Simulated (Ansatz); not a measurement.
Molecular dynamics, with input and output: CH4ClSi (charge −1)

- system: CH4ClSi, charge −1, SMILES [CH2-][SiH2]Cl
- method: RKS BHLYP-D4/def2-SVP (Ansatz 0.2.0)

Figures and captions count atoms from 1; the log counts them from 0 in places.

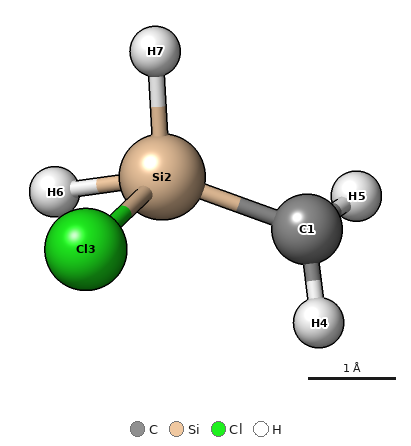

The input geometry (ball-and-stick view, seen at a tilt; atoms are numbered from 1 in the order of the input). Bond lengths as drawn: Cl–Si 2.16 Å, C–H 1.09 to 1.10 Å, C–Si 1.79 Å and H–Si 1.49 to 1.51 Å.

### Input
```yaml
crystal:
  periodic: [false, false, false]
  atoms:
    - {symbol: C, position_ang: [-0.828490, 0.030210, -0.897910]}
    - {symbol: Si, position_ang: [0.430030, 0.152480, 0.368980]}
    - {symbol: Cl, position_ang: [1.188770, -1.845060, 0.692240]}
    - {symbol: H, position_ang: [-1.627520, -0.697450, -0.729670]}
    - {symbol: H, position_ang: [-1.272570, 0.992300, -1.177620]}
    - {symbol: H, position_ang: [0.449660, 0.512950, 1.835940]}
    - {symbol: H, position_ang: [1.660130, 0.854570, -0.091960]}
basis:
  gaussian: {orbitals: def2-SVP}
total_charge: -1
hamiltonian: {xc: {name: BHLYP}, dispersion: d4}
md: {n_steps: 30, timestep: 0.75, temperature: 200, ensemble: nve, seed: 452, initial_velocities: maxwell_boltzmann}
```

Launched with:
```bash
ansatz run in.yaml --threads 2 --pin off --events-out ev --progress --plain --max-ram 3481MiB
```

### The program's output
```
Functional definition: BHLYP
  name "BHLYP"
  cite "Becke, J. Chem. Phys. 98, 1372 (1993) doi:10.1063/1.464304"
  cite "Becke, Phys. Rev. A 38, 3098 (1988) doi:10.1103/PhysRevA.38.3098"
  cite "Lee, Yang & Parr, Phys. Rev. B 37, 785 (1988) doi:10.1103/PhysRevB.37.785"
  parameter a = 0.5
  exchange = (1 - a)*b88_x + a*exact_x
  correlation = lyp_c
731 factors; integrals over basis functions are off by at most 5.7e-4 eV
mean field evaluation 1: about -21492.1214 eV, gradient 3.2e1 eV
mean field evaluation 2: about -21491.2599 eV, gradient 3.5e1 eV
mean field evaluation 4: about -21494.9011 eV, gradient 6.5e-1 eV
mean field evaluation 8: about -21494.9121 eV, gradient 1.8e-2 eV
mean field evaluation 16: about -21494.9121 eV, gradient 1.9e-5 eV
mean field -21494.91212283 eV, -789.9234507392 hartree, gradient 1.9e-5 eV, S^2 0.000000; 0 other end points of the search recorded, 0 dependent functions left out
the calculation of the forces begins
reference -21494.91228200 eV, -789.9234565888 hartree; 21, 21 occupied and 49, 49 virtual orbitals, 731 factors
md step     0: t =     0.00 fs  T =   200.0 K  F+E_penalty+E_count = -21495.12507946 eV  E_kin = 0.129260 eV  conserved = -21494.99581946 eV  (26 SCF iters)
these checks for a lower state are left out or cut short: starts, cluster_reference, orbital_swaps, neighbouring_geometries, increment
731 factors; integrals over basis functions are off by at most 5.5e-4 eV
mean field -21494.90269610 eV, -789.9231043133 hartree, gradient 1.6e-5 eV, S^2 0.000000; 0 other end points of the search recorded, 0 dependent functions left out
the calculation of the forces begins
reference -21494.90285604 eV, -789.9231101909 hartree; 21, 21 occupied and 49, 49 virtual orbitals, 731 factors
md step     1: t =     0.75 fs  T =   186.0 K  F+E_penalty+E_count = -21495.11560231 eV  E_kin = 0.120238 eV  conserved = -21494.99536428 eV  (30 SCF iters, 3 dispersion substeps)
[... from here on the SCF iterations and repeated set-up lines of each step are left out, up to the last step ...]
md step     2: t =     1.50 fs  T =   149.9 K  F+E_penalty+E_count = -21495.09124127 eV  E_kin = 0.096880 eV  conserved = -21494.99436167 eV  (31 SCF iters, 3 dispersion substeps)
md step     3: t =     2.25 fs  T =   113.9 K  F+E_penalty+E_count = -21495.06705696 eV  E_kin = 0.073600 eV  conserved = -21494.99345695 eV  (25 SCF iters, 3 dispersion substeps)
md step     4: t =     3.00 fs  T =    99.1 K  F+E_penalty+E_count = -21495.05708856 eV  E_kin = 0.064024 eV  conserved = -21494.99306468 eV  (25 SCF iters, 3 dispersion substeps)
md step     5: t =     3.75 fs  T =   114.8 K  F+E_penalty+E_count = -21495.06750387 eV  E_kin = 0.074168 eV  conserved = -21494.99333630 eV  (25 SCF iters, 3 dispersion substeps)
md step     6: t =     4.50 fs  T =   154.5 K  F+E_penalty+E_count = -21495.09401469 eV  E_kin = 0.099831 eV  conserved = -21494.99418405 eV  (25 SCF iters, 3 dispersion substeps)
md step     7: t =     5.25 fs  T =   198.3 K  F+E_penalty+E_count = -21495.12341343 eV  E_kin = 0.128165 eV  conserved = -21494.99524888 eV  (31 SCF iters, 3 dispersion substeps)
md step     8: t =     6.00 fs  T =   222.4 K  F+E_penalty+E_count = -21495.13959864 eV  E_kin = 0.143714 eV  conserved = -21494.99588500 eV  (31 SCF iters, 3 dispersion substeps)
md step     9: t =     6.75 fs  T =   214.0 K  F+E_penalty+E_count = -21495.13372086 eV  E_kin = 0.138277 eV  conserved = -21494.99544353 eV  (31 SCF iters, 3 dispersion substeps)
md step    10: t =     7.50 fs  T =   184.7 K  F+E_penalty+E_count = -21495.11338233 eV  E_kin = 0.119351 eV  conserved = -21494.99403165 eV  (31 SCF iters, 3 dispersion substeps)
md step    11: t =     8.25 fs  T =   165.6 K  F+E_penalty+E_count = -21495.09993689 eV  E_kin = 0.107012 eV  conserved = -21494.99292481 eV  (25 SCF iters, 3 dispersion substeps)
md step    12: t =     9.00 fs  T =   179.9 K  F+E_penalty+E_count = -21495.10958784 eV  E_kin = 0.116259 eV  conserved = -21494.99332887 eV  (25 SCF iters, 3 dispersion substeps)
md step    13: t =     9.75 fs  T =   219.3 K  F+E_penalty+E_count = -21495.13647440 eV  E_kin = 0.141718 eV  conserved = -21494.99475670 eV  (30 SCF iters, 3 dispersion substeps)
md step    14: t =    10.50 fs  T =   253.3 K  F+E_penalty+E_count = -21495.15943896 eV  E_kin = 0.163704 eV  conserved = -21494.99573470 eV  (31 SCF iters, 3 dispersion substeps)
md step    15: t =    11.25 fs  T =   259.3 K  F+E_penalty+E_count = -21495.16316706 eV  E_kin = 0.167588 eV  conserved = -21494.99557923 eV  (31 SCF iters, 3 dispersion substeps)
md step    16: t =    12.00 fs  T =   239.0 K  F+E_penalty+E_count = -21495.14911360 eV  E_kin = 0.154438 eV  conserved = -21494.99467536 eV  (31 SCF iters, 3 dispersion substeps)
md step    17: t =    12.75 fs  T =   211.9 K  F+E_penalty+E_count = -21495.13065665 eV  E_kin = 0.136935 eV  conserved = -21494.99372193 eV  (31 SCF iters, 3 dispersion substeps)
md step    18: t =    13.50 fs  T =   200.0 K  F+E_penalty+E_count = -21495.12250353 eV  E_kin = 0.129277 eV  conserved = -21494.99322629 eV  (27 SCF iters, 3 dispersion substeps)
md step    19: t =    14.25 fs  T =   215.1 K  F+E_penalty+E_count = -21495.13242065 eV  E_kin = 0.139008 eV  conserved = -21494.99341246 eV  (24 SCF iters, 3 dispersion substeps)
md step    20: t =    15.00 fs  T =   252.5 K  F+E_penalty+E_count = -21495.15745086 eV  E_kin = 0.163212 eV  conserved = -21494.99423907 eV  (25 SCF iters, 3 dispersion substeps)
md step    21: t =    15.75 fs  T =   293.0 K  F+E_penalty+E_count = -21495.18471319 eV  E_kin = 0.189363 eV  conserved = -21494.99534977 eV  (31 SCF iters, 3 dispersion substeps)
md step    22: t =    16.50 fs  T =   311.6 K  F+E_penalty+E_count = -21495.19741758 eV  E_kin = 0.201382 eV  conserved = -21494.99603601 eV  (31 SCF iters, 3 dispersion substeps)
md step    23: t =    17.25 fs  T =   294.7 K  F+E_penalty+E_count = -21495.18598712 eV  E_kin = 0.190432 eV  conserved = -21494.99555471 eV  (31 SCF iters, 3 dispersion substeps)
md step    24: t =    18.00 fs  T =   254.7 K  F+E_penalty+E_count = -21495.15860177 eV  E_kin = 0.164588 eV  conserved = -21494.99401405 eV  (31 SCF iters, 3 dispersion substeps)
md step    25: t =    18.75 fs  T =   225.3 K  F+E_penalty+E_count = -21495.13841276 eV  E_kin = 0.145582 eV  conserved = -21494.99283031 eV  (31 SCF iters, 3 dispersion substeps)
md step    26: t =    19.50 fs  T =   231.3 K  F+E_penalty+E_count = -21495.14274640 eV  E_kin = 0.149476 eV  conserved = -21494.99327014 eV  (31 SCF iters, 3 dispersion substeps)
md step    27: t =    20.25 fs  T =   264.0 K  F+E_penalty+E_count = -21495.16537631 eV  E_kin = 0.170633 eV  conserved = -21494.99474354 eV  (31 SCF iters, 3 dispersion substeps)
md step    28: t =    21.00 fs  T =   292.3 K  F+E_penalty+E_count = -21495.18462555 eV  E_kin = 0.188899 eV  conserved = -21494.99572613 eV  (31 SCF iters, 3 dispersion substeps)
md step    29: t =    21.75 fs  T =   293.5 K  F+E_penalty+E_count = -21495.18527718 eV  E_kin = 0.189703 eV  conserved = -21494.99557394 eV  (31 SCF iters, 3 dispersion substeps)
these checks for a lower state are left out or cut short: starts, cluster_reference, orbital_swaps, neighbouring_geometries, increment
731 factors; integrals over basis functions are off by at most 5.4e-4 eV
mean field -21494.95496198 eV, -789.9250250491 hartree, gradient 1.9e-5 eV, S^2 0.000000; 0 other end points of the search recorded, 0 dependent functions left out
the calculation of the forces begins
reference -21494.95511948 eV, -789.9250308370 hartree; 21, 21 occupied and 49, 49 virtual orbitals, 731 factors
731 factors; integrals over basis functions are off by at most 5.4e-4 eV
mean field -21494.95496198 eV, -789.9250250491 hartree, gradient 1.9e-5 eV, S^2 0.000000; 1 other end points of the search recorded, 0 dependent functions left out
the calculation of the forces begins
reference -21494.95511948 eV, -789.9250308370 hartree; 21, 21 occupied and 49, 49 virtual orbitals, 731 factors
md step    30: t =    22.50 fs  T =   269.7 K  F+E_penalty+E_count = -21495.16901021 eV  E_kin = 0.174327 eV  conserved = -21494.99468302 eV  (26 SCF iters, 3 dispersion substeps)
```

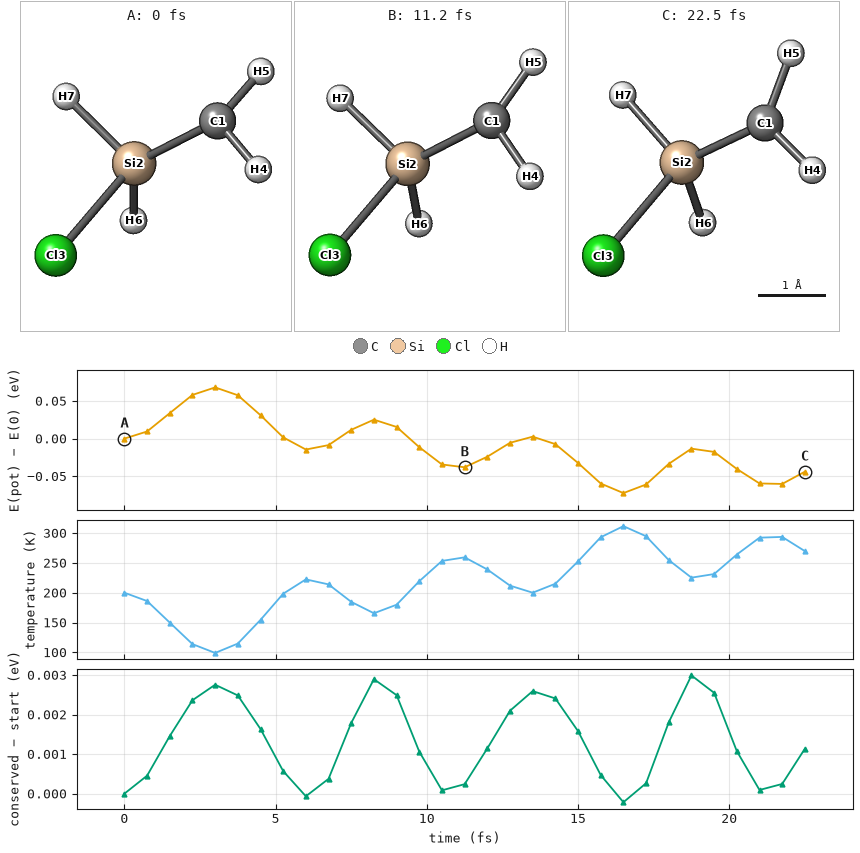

Frames of the molecular dynamics (ball-and-stick, seen at a tilt) above the curves, on which the letters mark them. The trajectory kept here has 31 frames over 22.5 fs. The temperature starts at 200 K, ranges from 99 to 312 K and averages 257 K over the second half. The potential energy ends 0.044 eV below its first value. The conserved quantity stays within 0.0032 eV. After an unweighted best fit of the last frame on the first, the root-mean-square displacement is 0.23 Å.

```
Total energy: -21495.16916771 eV, -789.9328969642 hartree
Atom 0 at    -0.828729     0.069516    -0.804643 Å, force    -1.476514     0.919597    -1.804291 eV/Å
Atom 1 at     0.431207     0.126276     0.330811 Å, force     0.335905     0.756138     0.782389 eV/Å
Atom 2 at     1.194471    -1.843764     0.695583 Å, force     0.553060    -0.475636     0.238849 eV/Å
Atom 3 at    -1.707231    -0.557519    -0.589446 Å, force     0.231173     0.156062    -0.141468 eV/Å
Atom 4 at    -1.021271     0.876297    -1.565639 Å, force     0.298361    -0.863803     0.711407 eV/Å
Atom 5 at     0.133378     0.461611     1.765402 Å, force     0.210788    -0.101157     0.364419 eV/Å
Atom 6 at     1.574386     1.098131     0.060959 Å, force    -0.152773    -0.391201    -0.151305 eV/Å
Dipole moment:     0.346858    -0.237995     0.278569 e Å
```

### Trajectory as extended XYZ (Å, eV, eV/Å), 14 of the 31 frames kept, from step=0 to step=30
```
7
Properties=species:S:1:pos:R:3:forces:R:3 step=0 time_fs=0.0 energy=-21495.12508 temperature=200.0
C    -0.8285    0.0302   -0.8979    0.2278   0.4097   0.7059
Si    0.4300    0.1525    0.3690   -0.1617  -0.8599  -0.8786
Cl    1.1888   -1.8451    0.6922    0.0774  -0.2349   0.1093
H    -1.6275   -0.6975   -0.7297   -0.0022  -0.1159   0.1612
H    -1.2726    0.9923   -1.1776    0.0654   0.1532  -0.2206
H     0.4497    0.5130    1.8359   -0.2784   0.2117   0.1598
H     1.6601    0.8546   -0.0920    0.0718   0.4360  -0.0369
7
Properties=species:S:1:pos:R:3:forces:R:3 step=2 time_fs=1.5 energy=-21495.09124 temperature=149.9
C    -0.8277    0.0303   -0.8991   -0.7242   0.9463   0.4309
Si    0.4310    0.1506    0.3707   -0.0855  -0.7660  -1.1641
Cl    1.1885   -1.8432    0.6917    0.0688  -0.3066   0.1068
H    -1.6396   -0.7089   -0.7011    0.4620   0.3822   0.0096
H    -1.2984    1.0169   -1.2165    0.6002  -0.9562   0.2269
H     0.4421    0.4979    1.8237   -0.2739   0.2970   0.4005
H     1.6776    0.8414   -0.0863   -0.0473   0.4033  -0.0106
7
Properties=species:S:1:pos:R:3:forces:R:3 step=5 time_fs=3.8 energy=-21495.06750 temperature=114.8
C    -0.8291    0.0335   -0.8995   -0.9670   0.9587   0.3821
Si    0.4324    0.1468    0.3716    0.0356  -0.4922  -1.3547
Cl    1.1882   -1.8407    0.6911    0.0683  -0.3857   0.1148
H    -1.6383   -0.7096   -0.6587    0.5866   0.5705  -0.1356
H    -1.3122    1.0138   -1.2643    0.7853  -1.2602   0.4755
H     0.4200    0.4875    1.8219   -0.2381   0.3156   0.4486
H     1.7008    0.8374   -0.0779   -0.2707   0.2933   0.0693
7
Properties=species:S:1:pos:R:3:forces:R:3 step=7 time_fs=5.2 energy=-21495.12341 temperature=198.3
C    -0.8321    0.0379   -0.8989   -0.2422   0.4850   0.6525
Si    0.4333    0.1437    0.3709    0.0338  -0.2564  -1.2814
Cl    1.1881   -1.8394    0.6908    0.0780  -0.4208   0.1304
H    -1.6220   -0.6952   -0.6336    0.2324   0.2554  -0.1101
H    -1.3007    0.9787   -1.2843    0.4600  -0.5304   0.2434
H     0.3987    0.4891    1.8326   -0.1922   0.2477   0.2465
H     1.7097    0.8430   -0.0706   -0.3698   0.2195   0.1188
7
Properties=species:S:1:pos:R:3:forces:R:3 step=9 time_fs=6.8 energy=-21495.13372 temperature=214.0
C    -0.8355    0.0431   -0.8971    0.9336  -0.3767   1.1544
Si    0.4342    0.1405    0.3693   -0.0494  -0.0091  -1.0918
Cl    1.1880   -1.8383    0.6906    0.0938  -0.4425   0.1510
H    -1.6009   -0.6757   -0.6107   -0.3038  -0.2416  -0.0003
H    -1.2798    0.9331   -1.2994   -0.1497   0.7658  -0.3118
H     0.3733    0.4958    1.8486   -0.1317   0.1390  -0.0455
H     1.7107    0.8534   -0.0608   -0.3928   0.1650   0.1440
7
Properties=species:S:1:pos:R:3:forces:R:3 step=12 time_fs=9.0 energy=-21495.10959 temperature=179.9
C    -0.8371    0.0492   -0.8902    1.6329  -0.9159   1.4741
Si    0.4356    0.1356    0.3653   -0.2516   0.3222  -0.6860
Cl    1.1880   -1.8372    0.6904    0.1262  -0.4537   0.1819
H    -1.5839   -0.6579   -0.5759   -0.6954  -0.5339   0.0432
H    -1.2571    0.9009   -1.3378   -0.4991   1.4857  -0.7092
H     0.3303    0.5108    1.8688   -0.0306  -0.0372  -0.4196
H     1.6969    0.8754   -0.0405   -0.2823   0.1330   0.1156
7
Properties=species:S:1:pos:R:3:forces:R:3 step=14 time_fs=10.5 energy=-21495.15944 temperature=253.3
C    -0.8346    0.0514   -0.8824    0.7110  -0.2008   0.8923
Si    0.4362    0.1327    0.3619   -0.3777   0.4825  -0.3857
Cl    1.1880   -1.8368    0.6904    0.1547  -0.4519   0.1989
H    -1.5901   -0.6595   -0.5518   -0.4095  -0.1633  -0.1497
H    -1.2543    0.9172   -1.3810    0.0290   0.3248  -0.0764
H     0.3005    0.5203    1.8722    0.0314  -0.1327  -0.5357
H     1.6797    0.8938   -0.0238   -0.1389   0.1414   0.0563
7
Properties=species:S:1:pos:R:3:forces:R:3 step=16 time_fs=12.0 energy=-21495.14911 temperature=239.0
C    -0.8309    0.0532   -0.8730   -0.3882   0.3896   0.2054
Si    0.4366    0.1301    0.3582   -0.4687   0.5850  -0.1311
Cl    1.1882   -1.8367    0.6905    0.1905  -0.4480   0.2133
H    -1.6048   -0.6645   -0.5309    0.0388   0.3308  -0.3942
H    -1.2510    0.9407   -1.4258    0.5273  -0.8174   0.6449
H     0.2714    0.5270    1.8642    0.0812  -0.1978  -0.5209
H     1.6596    0.9152   -0.0058    0.0192   0.1577  -0.0173
7
Properties=species:S:1:pos:R:3:forces:R:3 step=18 time_fs=13.5 energy=-21495.12250 temperature=200.0
C    -0.8278    0.0556   -0.8632   -1.0119   0.5292  -0.2163
Si    0.4366    0.1279    0.3544   -0.5063   0.6412   0.0077
Cl    1.1885   -1.8368    0.6908    0.2358  -0.4486   0.2281
H    -1.6189   -0.6627   -0.5184    0.3270   0.6065  -0.5300
H    -1.2368    0.9476   -1.4573    0.6968  -1.2583   0.9690
H     0.2440    0.5295    1.8451    0.1137  -0.2275  -0.3743
H     1.6399    0.9400    0.0118    0.1450   0.1576  -0.0844
7
Properties=species:S:1:pos:R:3:forces:R:3 step=21 time_fs=15.8 energy=-21495.18471 temperature=293.0
C    -0.8265    0.0608   -0.8492   -0.7410   0.0479  -0.1350
Si    0.4359    0.1257    0.3487   -0.4278   0.6835  -0.0551
Cl    1.1892   -1.8376    0.6914    0.3213  -0.4652   0.2532
H    -1.6276   -0.6365   -0.5205    0.1700   0.3741  -0.4108
H    -1.1890    0.9104   -1.4676    0.3601  -0.5121   0.4386
H     0.2075    0.5242    1.8034    0.1250  -0.2038   0.0507
H     1.6163    0.9832    0.0345    0.1924   0.0756  -0.1416
7
Properties=species:S:1:pos:R:3:forces:R:3 step=23 time_fs=17.2 energy=-21495.18599 temperature=294.7
C    -0.8274    0.0646   -0.8402    0.0461  -0.6512   0.4062
Si    0.4350    0.1248    0.3449   -0.2833   0.7088  -0.1805
Cl    1.1899   -1.8384    0.6921    0.3837  -0.4820   0.2671
H    -1.6283   -0.6081   -0.5334   -0.2765  -0.1011  -0.1712
H    -1.1463    0.8695   -1.4611   -0.1092   0.7205  -0.5530
H     0.1866    0.5151    1.7756    0.1145  -0.1563   0.3819
H     1.6057    1.0143    0.0460    0.1247  -0.0387  -0.1506
7
Properties=species:S:1:pos:R:3:forces:R:3 step=25 time_fs=18.8 energy=-21495.13841 temperature=225.3
C    -0.8282    0.0672   -0.8305    0.5342  -0.9461   0.6750
Si    0.4339    0.1245    0.3409   -0.0820   0.7415  -0.1905
Cl    1.1909   -1.8396    0.6929    0.4432  -0.4948   0.2733
H    -1.6348   -0.5819   -0.5500   -0.6822  -0.5010   0.0334
H    -1.1056    0.8435   -1.4661   -0.3367   1.4861  -1.2667
H     0.1681    0.5026    1.7560    0.1090  -0.1103   0.6244
H     1.5976    1.0445    0.0543    0.0145  -0.1754  -0.1490
7
Properties=species:S:1:pos:R:3:forces:R:3 step=28 time_fs=21.0 energy=-21495.18463 temperature=292.3
C    -0.8281    0.0685   -0.8143   -0.4701   0.2704  -0.7396
Si    0.4322    0.1251    0.3347    0.2345   0.7841   0.2632
Cl    1.1928   -1.8419    0.6944    0.5170  -0.4926   0.2611
H    -1.6711   -0.5618   -0.5737   -0.3995  -0.3015  -0.0061
H    -1.0555    0.8571   -1.5193    0.0958   0.1751  -0.2445
H     0.1449    0.4795    1.7517    0.1510  -0.0894   0.6135
H     1.5855    1.0820    0.0607   -0.1286  -0.3461  -0.1477
7
Properties=species:S:1:pos:R:3:forces:R:3 step=30 time_fs=22.5 energy=-21495.16901 temperature=269.7
C    -0.8287    0.0695   -0.8046   -1.4765   0.9196  -1.8043
Si    0.4312    0.1263    0.3308    0.3359   0.7561   0.7824
Cl    1.1945   -1.8438    0.6956    0.5531  -0.4756   0.2388
H    -1.7072   -0.5575   -0.5894    0.2312   0.1561  -0.1415
H    -1.0213    0.8763   -1.5656    0.2984  -0.8638   0.7114
H     0.1334    0.4616    1.7654    0.2108  -0.1012   0.3644
H     1.5744    1.0981    0.0610   -0.1528  -0.3912  -0.1513
```

### Summary

```json
{"quantity": "outcome", "value": "finished"}
{"quantity": "mean temperature over the second half", "value": "257 K"}
{"quantity": "trajectory", "value": "30 steps, 22.5 fs"}
{"quantity": "ensemble", "value": "nve"}
{"quantity": "temperature in the input", "value": "200 K"}
{"quantity": "time step", "value": "0.75 fs"}
{"quantity": "potential energy (last step)", "value": "−21495.1692 eV"}
{"quantity": "mean-field energy (last step)", "value": "−21494.9551 eV"}
{"quantity": "dispersion energy (last step)", "value": "−0.2140 eV"}
{"quantity": "SCF solution under orbital rotations (last step)", "value": "stable"}
{"quantity": "largest force (length of the vector) (last step)", "value": "2.506 eV/Å"}
{"quantity": "hardware", "value": "2 threads of Intel Xeon @ 2.50GHz, 180 GiB of memory available, shared host"}
{"quantity": "wall time", "value": "72 s (CPU time 2.2 min)"}
{"quantity": "peak memory", "value": "0.14 GiB"}
```

### Remarks

So short a trajectory is not equilibrated.
